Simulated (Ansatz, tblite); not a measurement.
# SbH3: spin states and exact exchange

Is the singlet the ground state of SbH3? Other spin states are computed and compared level by level.

Method: as each input shows; program: Ansatz 0.2.0, Gaussian basis.

Plan: triplet, at the geometry of the singlet (GFN1-xTB, GFN2-xTB, PBE0-D4/def2-TZVP, PBE-D4/def2-TZVP, r2SCAN-D4/def2-TZVP); the singlet's energies come from earlier runs.

5 further runs of the same task are left out: 2 that didn't finish, 3 set aside as unsound or not needed.

## Step 1: The relaxed structure

The geometry is that of the singlet, from an earlier relaxation (PBE-D4/def2-TZVP).

4 atoms, charge 0, spin multiplicity 1.

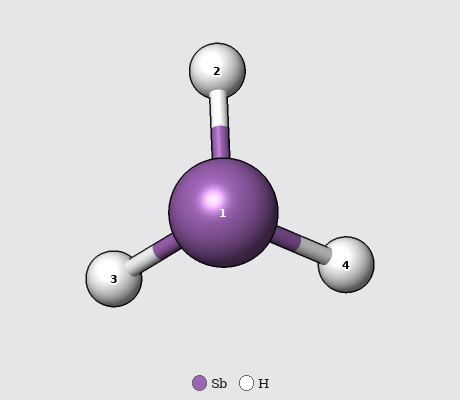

The structure; antimony purple, hydrogen white; atoms are numbered from 1 in the order of the file.

Coordinates:

```
atom    x (Å)    y (Å)    z (Å)
 Sb1  -0.0053   0.0055   0.7389
  H2   1.4165  -0.0299  -0.2359
  H3  -0.6812   1.2374  -0.2604
  H4  -0.7300  -1.2130  -0.2426
```

Sb takes a core potential in the def2 sets. No spin-orbit coupling is included.

## Step 2: Triplet at the fixed geometry, GFN1-xTB

Tight binding, by tblite at 300 K electronic temperature and without a spin-polarisation term:

```python
tblite.interface.Calculator('GFN1-xTB', numbers, positions, charge=0, uhf=2).singlepoint()
```

Energy -106.1850 eV; 0.002 s.

## Step 3: Triplet at the fixed geometry, GFN2-xTB

Tight binding, by tblite at 300 K electronic temperature and without a spin-polarisation term:

```python
tblite.interface.Calculator('GFN2-xTB', numbers, positions, charge=0, uhf=2).singlepoint()
```

Energy -96.1822 eV; 0.001 s.

## Step 4: Triplet at the fixed geometry, PBE0-D4/def2-TZVP

Contents of in.yaml:

```yaml
crystal:
  periodic: [false, false, false]
  atoms:
    - {symbol: Sb, position_ang: [-0.005344, 0.005462, 0.738926]}
    - {symbol: H, position_ang: [1.416503, -0.029903, -0.235875]}
    - {symbol: H, position_ang: [-0.681192, 1.237419, -0.260405]}
    - {symbol: H, position_ang: [-0.729967, -1.212978, -0.242647]}
basis:
  gaussian: {orbitals: def2-TZVP}
magnetization: {spin_polarized: true, initial_magnetization: 2}
hamiltonian: {xc: pbe0, dispersion: d4}
scf: {omitted_lower_state_checks: [starts]}
output: {orbitals: {seedname: orbitals}}
```

Command:

```sh
ansatz run in.yaml --threads 2 --pin off --events-out ev --progress --plain --max-ram 4352MiB
```

The program printed:

```text
Functional definition: PBE0
  name "PBE0"
  cite "Adamo & Barone, J. Chem. Phys. 110, 6158 (1999) doi:10.1063/1.478522"
  cite "Perdew, Burke & Ernzerhof, Phys. Rev. Lett. 77, 3865 (1996) doi:10.1103/PhysRevLett.77.3865"
  parent pbe
  parameter a = 0.25
  parameter kappa = 0.804
  parameter beta = 0.06672455060314922
  exchange = (1 - a)*pbe_x(kappa = kappa, mu = beta*pi^2/3) + a*exact_x
  correlation = pbe_c(beta = beta)
these checks for a lower state are left out or cut short: starts
573 factors; their error is unknown
mean field evaluation 1: about -6580.0373 eV, gradient 1.1e1 eV
mean field evaluation 2: about -6580.1944 eV, gradient 1.1e1 eV
mean field evaluation 4: about -6580.6983 eV, gradient 3.0e-1 eV
mean field evaluation 8: about -6580.7028 eV, gradient 6.9e-2 eV
mean field evaluation 16: about -6580.8805 eV, gradient 1.6e-3 eV
mean field evaluation 32: about -6580.8805 eV, gradient 7.5e-6 eV
mean field -6580.88054023 eV, -241.8428991723 hartree, gradient 3.4e-6 eV, S^2 2.006847; 0 other end points of the search recorded, 0 dependent functions left out
reference -6580.88057144 eV, -241.8429003195 hartree; 14, 12 occupied and 54, 56 virtual orbitals, 573 factors
Total energy: -6580.91491557 eV, -241.8441624430 hartree
Checks for a lower state left out: starts
```

Run time: 1.3 s. Hardware: 2 threads of Intel Xeon 6975P-C, shared host.

Report: HOMO -2.79 eV, LUMO -5.50 eV (over both spins; with the spin held, an empty level of the minority spin lies below the top filled one); ⟨S²⟩ 2.007 (pure: 2.00).

## Step 5: Triplet at the fixed geometry, PBE-D4/def2-TZVP

start.molden holds the orbitals of an earlier run on this state, given as this run's starting guess.

in.yaml, as its differences from that of step 4:

```diff
@@ -8,5 +8,5 @@
 basis:
-  gaussian: {orbitals: def2-TZVP}
+  gaussian: {orbitals: def2-TZVP, initial_orbitals: start.molden}
 magnetization: {spin_polarized: true, initial_magnetization: 2}
-hamiltonian: {xc: pbe0, dispersion: d4}
+hamiltonian: {xc: pbe, dispersion: d4}
 scf: {omitted_lower_state_checks: [starts]}
```

Same command.

The program printed:

```text
Functional definition: PBE
  name "PBE"
  cite "Perdew, Burke & Ernzerhof, Phys. Rev. Lett. 77, 3865 (1996) doi:10.1103/PhysRevLett.77.3865"
  parent pbe
  parameter kappa = 0.804
  parameter beta = 0.06672455060314922
  exchange = pbe_x(kappa = kappa, mu = beta*pi^2/3)
  correlation = pbe_c(beta = beta)
these checks for a lower state are left out or cut short: starts
515 factors; their error is unknown
mean field evaluation 1: about -6580.4597 eV, gradient 3.2e0 eV
mean field evaluation 2: about -6580.5030 eV, gradient 5.5e-2 eV
mean field evaluation 4: about -6580.4944 eV, gradient 5.9e-4 eV
mean field evaluation 8: about -6580.4944 eV, gradient 8.1e-6 eV
mean field evaluation 16: about -6580.4944 eV, gradient 4.5e-3 eV
mean field evaluation 32: about -6580.4944 eV, gradient 2.8e-2 eV
mean field -6580.49442074 eV, -241.8287095430 hartree, gradient 2.2e-6 eV, S^2 2.004128; 1 other end points of the search recorded, 0 dependent functions left out
reference -6580.49446193 eV, -241.8287110565 hartree; 14, 12 occupied and 54, 56 virtual orbitals, 515 factors
Total energy: -6580.53630440 eV, -241.8302487389 hartree
Checks for a lower state left out: starts
```

It took 4 s on 2 threads of Intel Xeon 6975P-C, shared host.

From the report: HOMO -1.95 eV, LUMO -6.50 eV (over both spins; with the spin held, an empty level of the minority spin lies below the top filled one); ⟨S²⟩ 2.004 (pure: 2.00).

## Step 6: Triplet at the fixed geometry, r2SCAN-D4/def2-TZVP

in.yaml, as its differences from that of step 5:

```diff
@@ -10,3 +10,3 @@
 magnetization: {spin_polarized: true, initial_magnetization: 2}
-hamiltonian: {xc: pbe, dispersion: d4}
+hamiltonian: {xc: r2scan, dispersion: d4}
 scf: {omitted_lower_state_checks: [starts]}
```

Same command.

The program printed (excerpt; [...] marks lines left out):

```text
Functional definition: r2SCAN
  name "r2SCAN"
  cite "Furness, Kaplan, Ning, Perdew & Sun, J. Phys. Chem. Lett. 11, 8208 (2020) doi:10.1021/acs.jpclett.0c02405"
  cite "Furness, Kaplan, Ning, Perdew & Sun, J. Phys. Chem. Lett. 11, 9248 (2020) doi:10.1021/acs.jpclett.0c03077"
  parent r2scan
[...]
515 factors; their error is unknown
[...]
mean field -6583.33680786 eV, -241.9331653429 hartree, gradient 9.1e-6 eV, S^2 2.009824; 1 other end points of the search recorded, 0 dependent functions left out
reference -6583.33682458 eV, -241.9331659575 hartree; 14, 12 occupied and 54, 56 virtual orbitals, 515 factors
Total energy: -6583.34574166 eV, -241.9334936539 hartree
Checks for a lower state left out: starts
```

It took 3.4 s on 2 threads of Intel Xeon 6975P-C, shared host.

From the report: HOMO -2.16 eV, LUMO -6.12 eV (over both spins; with the spin held, an empty level of the minority spin lies below the top filled one); ⟨S²⟩ 2.010 (pure: 2.00); the next solution that the search met lies 0.003 eV higher.

## Step 7: Triplet less singlet, vertical

The singlet's energies are those of its earlier runs, whose logs aren't repeated here.

```
              level  triplet less singlet, vertical (kcal/mol)     time
           GFN1-xTB                                     +138.9  0.004 s
           GFN2-xTB                                     +106.8  0.002 s
   PBE-D4/def2-TZVP                                     +117.3    4.3 s
r2SCAN-D4/def2-TZVP                                     +116.5      4 s
  PBE0-D4/def2-TZVP                                     +117.2    1.8 s
```

Times add the two runs; a level without a time comes out of a correlated run. Tight binding without a spin term can't rank spin states.

## Step 8: Results

| quantity | value |
| --- | --- |
| triplet less singlet, vertical, functionals in def2-TZVP | +116.5 (r2SCAN-D4) to +117.3 kcal/mol (PBE-D4) |

**Reading.** All functionals put the triplet above the singlet, over a spread of 0.8 kcal/mol. The checks for a lower triplet were left out, so another state of that spin may lie lower. These are electronic energies, without zero-point motion, entropy or surroundings.
